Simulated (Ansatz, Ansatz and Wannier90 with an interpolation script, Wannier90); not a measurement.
# BiOCl (P4/nmm): what limits a Wannier interpolation of GW

Aim: vary the Wannier model and the GW settings for BiOCl (P4/nmm) and see what the interpolated bands lose.

Program: Wannier90 4.0.3. Level of theory: maximally localised Wannier functions from the overlaps of LDA states (plane waves, PAW). Results are calculated unless marked as measured.

## 1. The structure

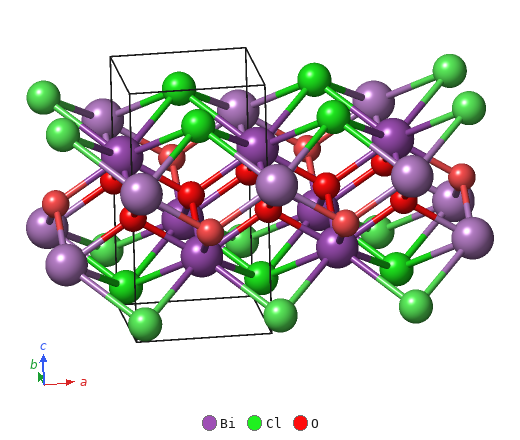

The cell as given, slightly off an axis (bismuth purple, chlorine green, oxygen red). 2×1×1 cells are drawn. Some periodic images of atoms are drawn too.

The cell and positions come from the Crystallography Open Database and are kept as given unless a step says otherwise. Spin-orbit coupling is left out unless a step names it.

## 2. Wannier model on 8×8×4, by Wannier90

Localised functions give a small Hamiltonian that interpolates between mesh points at no cost.

Contents of w.win:

```
num_iter = 1200
conv_tol = 1.0e-8
conv_window = 5
dis_num_iter = 4000
dis_conv_tol = 1.0e-8
dis_mix_ratio = 0.7
write_hr = true
use_ws_distance = false
num_print_cycles = 50
! ansatz wannier90 interface
! projections by site (counted from 0) and shell: 0 6P, 1 6P, 2 3P, 3 3P, 4 2P, 5 2P
! states of the run's bands (counted from 1): 1-35
num_bands = 35
num_wann  = 18
dis_win_min = 2.45
dis_win_max = 15.99
dis_froz_min = 2.45
dis_froz_max = 12.99
guiding_centres = true

begin unit_cell_cart
Ang
                  3.88551                      0.0                      0.0
                      0.0                  3.88551                      0.0
                      0.0                      0.0                   7.3489
end unit_cell_cart

begin atoms_frac
Bi                       0.5                      0.0                  0.32904
Bi                       0.0                      0.5                  0.67096
Cl                       0.0                      0.5                   0.1472
Cl                       0.5                      0.0                   0.8528
O                        0.0                      0.0                      0.5
O                        0.5                      0.5                      0.5
end atoms_frac

mp_grid = 8 8 4

[... the mesh's points ...]
```

Started as:

```bash
$ OMP_NUM_THREADS=1 mpirun -n 8 wannier90.x w > wannier90.x.log
```

Numbers of over 12 decimals in the logs are rounded to 6 here.

The program printed:

```text
TEM
                                    ------

                              Lattice Vectors (Ang)
                    a_1     3.885510   0.000000   0.000000
                    a_2     0.000000   3.885510   0.000000
                    a_3     0.000000   0.000000   7.348900

                   Unit Cell Volume:     110.94772  (Ang^3)

                        Reciprocal-Space Vectors (Ang^-1)
                    b_1     1.617081   0.000000   0.000000
                    b_2     0.000000   1.617081   0.000000
                    b_3     0.000000   0.000000   0.854983

 *----------------------------------------------------------------------------*
 |   Site       Fractional Coordinate          Cartesian Coordinate (Ang)     |
 +----------------------------------------------------------------------------+
 | bi   1   0.50000   0.00000   0.32904   |    1.94276   0.00000   2.41808    |
 | bi   2   0.00000   0.50000   0.67096   |    0.00000   1.94276   4.93082    |
 | cl   1   0.00000   0.50000   0.14720   |    0.00000   1.94276   1.08176    |
 | cl   2   0.50000   0.00000   0.85280   |    1.94276   0.00000   6.26714    |
 | o    1   0.00000   0.00000   0.50000   |    0.00000   0.00000   3.67445    |
 | o    2   0.50000   0.50000   0.50000   |    1.94276   1.94276   3.67445    |
 *----------------------------------------------------------------------------*
                                ------------
                                K-POINT GRID
                                ------------

             Grid size =  8 x  8 x  4      Total points =  256

 *---------------------------------- MAIN ------------------------------------*
 |  Number of Wannier Functions               :                18             |
 |  Number of Objective Wannier Functions     :                18             |
 |  Number of input Bloch states              :                35             |
 |  Output verbosity (1=low, 5=high)          :                 1             |
 |  Timing Level (1=low, 5=high)              :                 1             |
 |  Optimisation (0=memory, 3=speed)          :                 3             |
 |  Length Unit                               :               Ang             |
 |  Post-processing setup (write *.nnkp)      :                 F             |
 |  Using Gamma-only branch of algorithms     :                 F             |
 *----------------------------------------------------------------------------*
 *------------------------------- WANNIERISE ---------------------------------*
 |  Total number of iterations                :              1200             |
 |  Number of CG steps before reset           :                 5             |
 |  Trial step length for line search         :             2.000             |
 |  Convergence tolerence                     :         0.100E-07             |
[...]
Final Omega_I    30.93661021 (Ang^2)

 +----------------------------------------------------------------------------+

 Writing checkpoint file w.chk... done

 *------------------------------- WANNIERISE ---------------------------------*
 +--------------------------------------------------------------------+<-- CONV
 | Iter  Delta Spread     RMS Gradient      Spread (Ang^2)      Time  |<-- CONV
 +--------------------------------------------------------------------+<-- CONV

 ------------------------------------------------------------------------------
 Initial State
  WF centre and spread    1  (  1.942755,  0.000000,  2.221608 )     2.71819142
  WF centre and spread    2  (  1.942755, -0.000000,  2.189786 )     2.81450055
  WF centre and spread    3  (  1.942755, -0.000000,  2.189786 )     2.81450055
[...]
Sum of centres and spreads ( 17.484795, 17.484795, 66.140100 )    32.49592524

      0     0.325E+02     0.0000000000       32.4959252366       0.17  <-- CONV
        O_D=      0.0927035 O_OD=      1.4666116 O_TOT=     32.4959252 <-- SPRD
 ------------------------------------------------------------------------------
 Cycle:      1
[...]
Sum of centres and spreads ( 17.484795, 17.484795, 66.140100 )    32.36176278

      1    -0.134E+00     0.2618127871       32.3617627800       0.18  <-- CONV
        O_D=      0.0913435 O_OD=      1.3338090 O_TOT=     32.3617628 <-- SPRD
 Delta: O_D= -0.1359925E-02 O_OD= -0.1328025E+00 O_TOT= -0.1341625E+00 <-- DLTA
 ------------------------------------------------------------------------------

             <<<     Delta < 1.000E-08  over  5 iterations     >>>
             <<< Wannierisation convergence criteria satisfied >>>

 Final State
[...]
WF centre and spread   17  (  1.942755,  1.942755,  3.743976 )     1.25323222
  WF centre and spread   18  (  1.942755,  1.942755,  3.604924 )     1.25323222
  Sum of centres and spreads ( 17.484795, 17.484795, 66.140100 )    32.24231088

         Spreads (Ang^2)       Omega I      =    30.936610215
        ================       Omega D      =     0.088434752
                               Omega OD     =     1.217265918
    Final Spread (Ang^2)       Omega Total  =    32.242310884
 ------------------------------------------------------------------------------

 Writing checkpoint file w.chk... done

 *---------------------------------------------------------------------------*
 |                               PLOTTING                                    |
 *---------------------------------------------------------------------------*

 *===========================================================================*
 |                             TIMING INFORMATION                            |
 *===========================================================================*
 |    Tag                                                Ncalls      Time (s)|
 |---------------------------------------------------------------------------|
 |kmesh: get                                        :         1         0.072|
 |overlap: read                                     :         1         1.551|
 |dis: main                                         :         1         0.193|
 |wann: main                                        :         1         0.546|
 |plot: main                                        :         1         0.256|
 *---------------------------------------------------------------------------*
 All done: wannier90 exiting
```

Run time: 3.8 s. Hardware: 8 MPI ranks of Arm Neoverse V1, shared host; 28 s of CPU time.

This step gave:

```
gauge-invariant spread     : 30.94 Å²
diagonal spread            : 0.08843 Å²
off-diagonal spread        : 1.217 Å²
total spread               : 32.24 Å²
disentanglement steps      : 21
r.m.s. interpolation error : 4.81e-4 eV
r.m.s. error near the gap  : 5.83e-4 eV
```

Near the gap the model misses directly solved bands by 0.6 meV r.m.s. and by 8 meV at most in the window tested. This tests the starting bands, not the corrections carried with them.

## 3. Wannier model on 8×8×4, by the program's own minimiser

This step: maximally localised Wannier functions, LDA, plane waves, PAW.

Contents of input.yaml:

```yaml
crystal:
  lattice:
    - [3.88551, 0.0, 0.0]
    - [0.0, 3.88551, 0.0]
    - [0.0, 0.0, 7.3489]
  atoms:
    - { symbol: Bi, position: [0.5, 0.0, 0.32904] }
    - { symbol: Bi, position: [0.0, 0.5, 0.67096] }
    - { symbol: Cl, position: [0.0, 0.5, 0.1472] }
    - { symbol: Cl, position: [0.5, 0.0, 0.8528] }
    - { symbol: O, position: [0.0, 0.0, 0.5] }
    - { symbol: O, position: [0.5, 0.5, 0.5] }
kpoints:
  mp_grid: { grid: [4, 4, 2] }
hamiltonian:
  xc: lda
scf:
  occupations: { method: fixed }
  n_extra_bands: 59
output:
  wannier:
    kmesh: [8, 8, 4]
    projections:
      - { species: Bi, l: p, shell: 6 }
      - { species: Cl, l: p, shell: 3 }
      - { species: O, l: p, shell: 2 }
    minimise: true
    write_hr: true
    seedname: w
    conv_tol: 1.0e-06
    max_iter: 20000
    stability_check: false
    disentanglement:
      window: [2.45, 15.99]
      frozen_window: [2.45, 12.99]
      conv_tol: 1.0e-08
```

Started as:

```bash
$ ansatz run input.yaml --threads 8 --pin off --max-ram 18432MiB --backend cpu --events-out ev --progress --plain --runs-dir out
```

The program printed:

```text
scf.n_extra_bands = 59 over 28 filled bands (N_el = 56.0): the run solves 87 bands
Engine: ansatz 0.2.0, aarch64-unknown-linux-gnu
Pseudopotentials: kind: paw
Pseudopotential: Bi, paw, valence charge 15, recommended cutoff 420 eV (normal), Bi.paw.azcp
Pseudopotential: Cl, paw, valence charge 7, recommended cutoff 420 eV (normal), Cl.paw.azcp
Pseudopotential: O, paw, valence charge 6, recommended cutoff 420 eV (normal), O.paw.azcp
Functional definition: SPW92
  exchange = slater_x
  correlation = pw_c
Crystal: 6 atoms, lattice volume = 110.948 Å³
Basis set: ecut = 420 eV, 2177 PW (Γ)
Bands: 87, of which v1, the nominal top of the filled ones, is band 28 counted from 1 (27 counted from 0)
Symmetry: 16 space group operations
Space group: P4/nmm (ITA 129), of the structure as read, at distance tolerance 4.8e-5 Å
k-points: 12 of 32
Non-local potential: Bi, projectors of the file, l = 0: 2, l = 1: 2, l = 2: 2, l = 3: 2
Non-local potential: Cl, projectors of the file, l = 0: 2, l = 1: 2, l = 2: 2
Non-local potential: O, projectors of the file, l = 0: 2, l = 1: 2, l = 2: 1
PAW form: soft (Blöchl's): semilocal exchange-correlation on the pseudo side does not see the compensation charge
PAW frozen core: Bi, regenerated for the run's functional, and the local potential with it (the file was generated under x = pbe(κ = 0.804, μ = 0.219515), c = pbe(β = 0.066725))
PAW frozen core: Cl, regenerated for the run's functional, and the local potential with it (the file was generated under x = pbe(κ = 0.804, μ = 0.219515), c = pbe(β = 0.066725))
[...]
SCF 1 converged in 7 iterations: F = -27373.159735 eV  dr2 = 6.38e-8
[...]
NSCF: frozen V_eff on 49 k-points
the Wannier pass solved 49 of the 256 points of its mesh, and has the states at the others by symmetry: states obtained by the crystal's operations at points that were solved too leave a residual of 5.09e-13 eV (read by the count's bands and the next), within 6.67e-6 eV
SCF converged after 7 iterations
Free energy (F): -27373.159735 eV
Harris-Foulkes:  -27373.159735 eV  (|F-HF|=1.14e-8)
Internal energy: -27373.159735 eV  (E = F + TS)
E sigma→0 (E₀):  -27373.159735 eV
Fermi energy:    7.520158 eV
--- Per-component energies (eV) ---
  E_band       = -210.403413
  E_kinetic    = 1273.330613
  E_local      = -4735.486173  (includes V_loc(G=0)·N_el)
  E_nonlocal   = 1296.615940
  E_hartree    = 1662.567412
  E_xc         = -660.006811
  E_vxc        = -721.134234  (∫ρ·V_xc dr)
  E_paw        = -22249.856721  (= ΣΔE_a)
  E_vpaw       = -648.872861  (= ΣTr[D̂ρ^β])
  E_aug_tail   = 0.004217  (compensation charges beyond the density's cutoff)
  E_ewald      = -3960.893269
  E_core_change = 0.565057  (= ΣΔE_core)
  E_smearing   = -0.000000  (= −TS)
  E_closure    = -0.000000  (closes the sum)
  Σ components = -27373.159735   (vs F -27373.159735, Δ=0.00e0)
--- Band table (eV; the first three rows and the last of 12) ---
  k-point 0: bands = [... 24 lower, 6.5547, 6.5547, 6.6140, 6.8038, 10.5917, 11.2706, 12.8213, 12.8213, ... 55 higher]
  k-point 1: bands = [... 24 lower, 6.8425, 6.8425, 7.1952, 7.2400, 10.0905, 10.4307, 12.8319, 12.8319, ... 55 higher]
  k-point 2: bands = [... 24 lower, 6.5822, 7.0880, 7.1954, 7.3187, 11.8078, 12.1687, 12.3415, 12.5179, ... 55 higher]
  k-point 11: bands = [... 24 lower, 6.2078, 6.2078, 6.9270, 6.9270, 12.0295, 12.0295, 13.5505, 13.5505, ... 55 higher]
Wannier search: line search 1 of at most 20000: gauge-dependent spread (as the search counts it) 1.4251445 Å², largest recent change 1.3e-1 Å² against conv_tol 1.0e-6 Å², 0 stops escaped
```

The job ended after 13 s (8 threads; peak memory 1.2 GiB).

The column dr2 measures how far the density is from self-consistency, as an energy; F and HF (Harris–Foulkes) agree once it is small.

Numbers from this step:

- gauge-invariant spread: 30.94 Å²
- diagonal spread: 0.08844 Å²
- off-diagonal spread: 1.217 Å²
- total spread: 32.24 Å²
- least projectability: 0.4751
- localisation steps: 33
- disentanglement steps: 21
- r.m.s. interpolation error: 4.81e-4 eV
- r.m.s. error near the gap: 5.83e-4 eV

Near the gap the model misses directly solved bands by 0.6 meV r.m.s. and by 8 meV at most in the window tested. This tests the starting bands, not the corrections carried with them.

Frozen up to 5.39 eV; above it the model need not follow the bands. Electronic bands along the path, in eV, zero at the valence-band top; v1 is the highest filled band, c1 the lowest empty one:

| point | v4 | v3 | v2 | v1 | c1 | c2 | c3 | c4 |
| --- | --- | --- | --- | --- | --- | --- | --- | --- |
| Γ | -1.05 | -1.05 | -0.99 | -0.80 | 2.99 | 3.67 | 5.22 | 5.22 |
| X | -0.90 | -0.90 | -0.10 | -0.10 | 4.49 | 4.49 | 5.11 | 5.11 |
| M | -0.70 | -0.70 | -0.67 | -0.67 | 4.01 | 4.01 | 5.72 | 5.72 |
| Γ | -1.05 | -1.05 | -0.99 | -0.80 | 2.99 | 3.67 | 5.22 | 5.22 |
| Z | -0.76 | -0.76 | -0.41 | -0.36 | 2.49 | 2.83 | 5.23 | 5.23 |
| R | -0.71 | -0.71 | -0.08 | -0.08 | 4.29 | 4.29 | 5.19 | 5.19 |
| A | -1.39 | -1.39 | -0.67 | -0.67 | 4.43 | 4.43 | 5.95 | 5.95 |
| Z | -0.76 | -0.76 | -0.41 | -0.36 | 2.49 | 2.83 | 5.23 | 5.23 |
| jump to X | -0.90 | -0.90 | -0.10 | -0.10 | 4.49 | 4.49 | 5.11 | 5.11 |
| R | -0.71 | -0.71 | -0.08 | -0.08 | 4.29 | 4.29 | 5.19 | 5.19 |
| jump to M | -0.70 | -0.70 | -0.67 | -0.67 | 4.01 | 4.01 | 5.72 | 5.72 |
| A | -1.39 | -1.39 | -0.67 | -0.67 | 4.43 | 4.43 | 5.95 | 5.95 |

The same for Kohn-Sham, solved directly:

| point | v4 | v3 | v2 | v1 | c1 | c2 | c3 | c4 |
| --- | --- | --- | --- | --- | --- | --- | --- | --- |
| Γ | -1.05 | -1.05 | -0.99 | -0.80 | 2.99 | 3.67 | 5.22 | 5.22 |
| X | -0.90 | -0.90 | -0.10 | -0.10 | 4.49 | 4.49 | 5.11 | 5.11 |
| M | -0.70 | -0.70 | -0.67 | -0.67 | 4.01 | 4.01 | 5.72 | 5.72 |
| Γ | -1.05 | -1.05 | -0.99 | -0.80 | 2.99 | 3.67 | 5.22 | 5.22 |
| Z | -0.76 | -0.76 | -0.41 | -0.36 | 2.49 | 2.83 | 5.23 | 5.23 |
| R | -0.71 | -0.71 | -0.08 | -0.08 | 4.29 | 4.29 | 5.19 | 5.19 |
| A | -1.39 | -1.39 | -0.67 | -0.67 | 4.43 | 4.43 | 5.95 | 5.95 |
| Z | -0.76 | -0.76 | -0.41 | -0.36 | 2.49 | 2.83 | 5.23 | 5.23 |
| X | -0.90 | -0.90 | -0.10 | -0.10 | 4.49 | 4.49 | 5.11 | 5.11 |
| R | -0.71 | -0.71 | -0.08 | -0.08 | 4.29 | 4.29 | 5.19 | 5.19 |
| M | -0.70 | -0.70 | -0.67 | -0.67 | 4.01 | 4.01 | 5.72 | 5.72 |
| A | -1.39 | -1.39 | -0.67 | -0.67 | 4.43 | 4.43 | 5.95 | 5.95 |

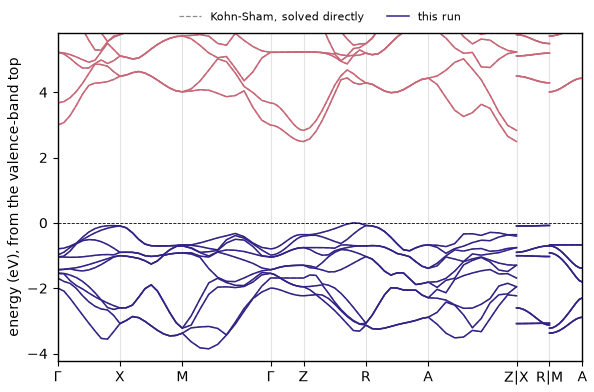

Electronic bands along the path; lines of filled and empty bands in two colours; dashed: Kohn-Sham, solved directly.

(Part 1 of 2 ends here.)

[Paths, hosts, dates, memory and timing lines, banners, echoed tables and standing remarks are left out of the program output.]

[Logs are printed without paths, hosts, clocks, repeated set-up lines and the standing remarks that a program may print on its own settings, such as how far it seeks lower states.]

[Runs of the session that timed out or met a known fault of the program may be left out.]

[Hosts, paths, dates, database ids (printed as entryN), source tags and the programs' standing remarks are cut or masked in the printed files.]
